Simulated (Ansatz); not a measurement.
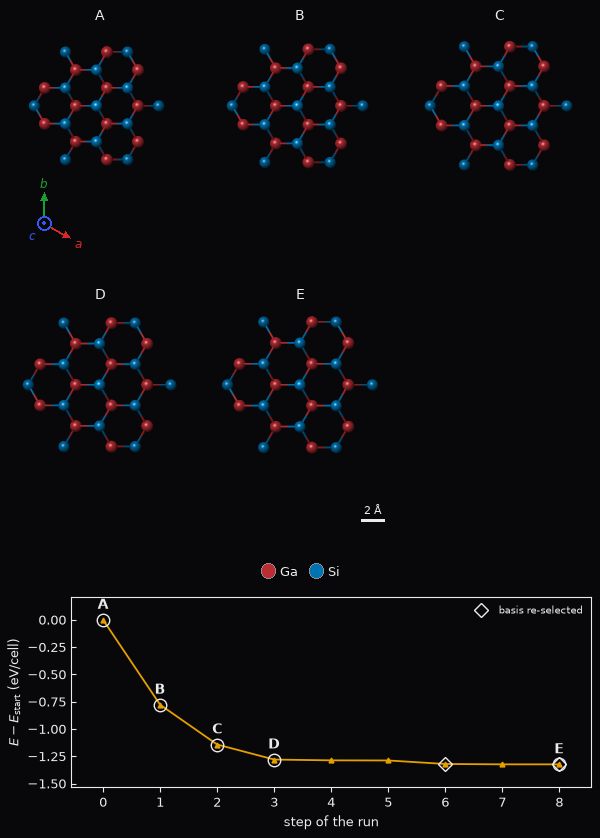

Frames of a relaxation of a crystal of GaSi₂ (a generated structure, set up in P-6m2) (coarse preliminary run), marked on the history of the run. Style: ball-and-stick. Shown: the atoms within 5.8 Å of the atom that moves most (axes of the cell of the calculation), along the c axis.

Computed with DFT PBE, scalar-relativistic, plane waves, PAW in Ansatz 0.2.0. Set-up: plane-wave cutoff 420 eV; k-point mesh 6 × 6 × 4; occupations gaussian; smearing width 0.1 eV; no spin polarisation; cell and atoms relaxed; force threshold 0.04 eV/Å; at most 70 steps.

Describe the path.

Answer. Over 6 accepted moves (8 points after the start) the energy falls by 1.323 eV per cell of the calculation. Largest force component: 1 eV/Å at the start, 0.0032 eV/Å at the end. The pressure goes from 29.89 to 0.34 GPa. The SCF was repeated twice at an unchanged geometry on a basis and grid sized afresh for the cell, which shifted the energy by 32.3 meV per cell of the calculation at most. The largest moves relative to the cell, 0.076 Å, are those of Si atoms. Ga stays in place. The drawn cell changes as follows: a = b 3.226 → 3.762 Å (+16.6 %), c 5.086 → 5.056 Å (−0.6 %); the volume changes by +35.2 %. Among the contacts that change: Ga–Si 2.330 → 2.539 Å, Si–Si 2.288 → 2.426 Å. Among the angles between lasting bonds that change: Si–Ga–Si 73.8° → 62.4°, Si–Ga–Si 87.7° → 95.6°, Ga–Si–Ga 87.7° → 95.6°. The space group stays P-6m2 (No. 187). From step 0 to 1: volume +11.7 %, energy −0.778 eV per cell of the calculation. From step 1 to 2: Si atoms move most (0.03 Å), volume +9.5 %, energy −0.364 eV per cell of the calculation. From step 2 to 3: Si atoms move most (0.03 Å), volume +8.1 %, energy −0.138 eV per cell of the calculation. From step 3 to 8: volume +2.3 %, energy −43.9 meV per cell of the calculation.

```
step  E − E(0), meV/atom  largest force component, eV/Å  pressure, GPa  volume, Å³/atom                      note
   0                0.00                         1.0439          29.89           15.285                          
   1             -259.18                         0.1712          14.57           17.066                          
   2             -380.51                         0.0193           6.43           18.681                          
   3             -426.46                         0.0074           0.67           20.194                          
   4             -428.91                         0.0030          -0.04           20.520                          
   5             -429.23                         0.0186          -0.01           20.459                          
   6             -439.99                         0.0236           0.75           20.459  same geometry, new basis
   7             -441.07                         0.0033           0.34           20.663                          
   8             -441.10                         0.0032           0.34           20.663  same geometry, new basis
```
